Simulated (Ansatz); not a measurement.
## What 4 layers does to CdS

Base system: CdS in the zinc blende structure (space group F-43m, No. 216; a = 5.8791 Å). Axes: x, y, z lie along the cube axes.

Modification: a free-standing slab of 4 layers (8 atoms, 2 a layer) is cut normal to [110], with 15 Å of vacuum and the in-plane cell held at bulk.

All numbers come from r2SCAN/PAW in Ansatz (a quantum-chemistry and plane-wave program), no spin-orbit coupling, earlier PAW set. Γ-centred 8×6×1 mesh, Fermi–Dirac width 0.05 eV, for the changed cell.

| quantity | base | changed | shift |
|---|---|---|---|
| layer's space group (with vacuum) | – | Pmn2_1 (No. 31) | – |
| shortest interatomic distance | 2.546 Å | 2.468 Å | -0.078 Å |
| band gap | 1.54 eV | 2.09 eV | +0.55 eV |
| gap character | – | direct at Γ | – |
| valence-band top at Γ (three highest levels, from the VBM) | 0.00, 0.00, 0.00 eV | 0.00, -0.22, -0.29 eV | – |
| excess energy per area of both faces (slab less bulk energy over the cell's area: twice a surface energy) | – | 0.91 J/m² | – |
| thickness between the outermost nuclei | – | 6.56 Å | – |

Final structure:

```xyz
8
Lattice="4.1571 0.0000 0.0000 0.0000 5.8791 0.0000 0.0000 0.0000 21.2357" Properties=species:S:1:pos:R:3 pbc="T T T"
S      3.1178     2.8892     7.3372
Cd     1.0393     1.7383     8.0033
S      5.1964     5.7645     9.6715
Cd     3.1178     4.3056     9.4087
S      7.2750     8.7040    11.5642
Cd     5.1964     7.2452    11.8269
S      9.3535    11.7078    13.8985
Cd     7.2750    10.5569    13.2323
```

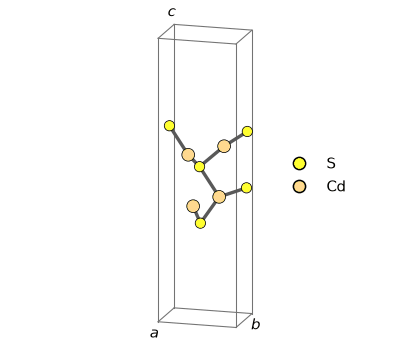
*The relaxed cell after the change*

Cost of the whole job for the changed cell (relaxation, final SCF and bands): about 20 core-minutes (a rough figure).

Slab and bulk use different k-meshes, which limits the precision of the excess energy. Whether these cells are dynamically stable was not tested. Labels are those of the standard path for the cell's own space group.
